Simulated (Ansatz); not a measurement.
## Response to strain in hypothetical CdI2 type CeO2

Consider CeO$_{2}$ in the CdI2 type structure (space group P-3m1, No. 164; a hypothetical phase, not in the database extracts checked).

CeO2 is taken in the trigonal space group P-3m1 (No. 164), the CdI2 type structure, Pearson symbol hP3. Lattice parameters: a = b = 3.6012 Å, c = 4.5255 Å, α = β = 90.00°, γ = 120.00°. Ce on 1a sees 6 O at 2.268 Å (octahedral). O on 2d has 3 Ce at 2.268 Å (trigonal pyramidal). (Neighbours: up to the widest gap in distance over summed covalent radii, below 1.35, at either atom; cation-cation and far metal-metal contacts left out.)

Strains are applied to the cell and any free atomic positions relax.

The values are results of Kohn–Sham DFT with the PBE-D3(BJ) functional, run in Ansatz (an electronic-structure program) with PAW and 420 eV plane waves, spin-orbit coupling left out, not measurements.

Notes on the quantities. energy relative to the base: free energy F.

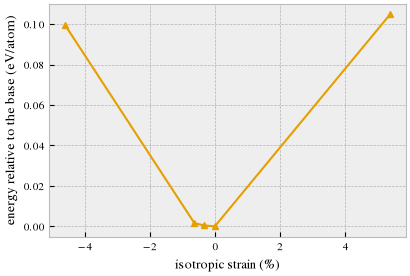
Energy relative to the base against isotropic strain

| isotropic strain (%) | energy relative to the base |
|---|---|
| -4.6 | +99 meV/atom |
| -0.63 | +1.7 meV/atom |
| -0.33 | +0.4 meV/atom |
| 5.39 | +105 meV/atom |

Stability against distortions was not tested. Starting moments died away, wholly or in part, for the base; another magnetic solution may exist. All final runs are without spin polarisation.
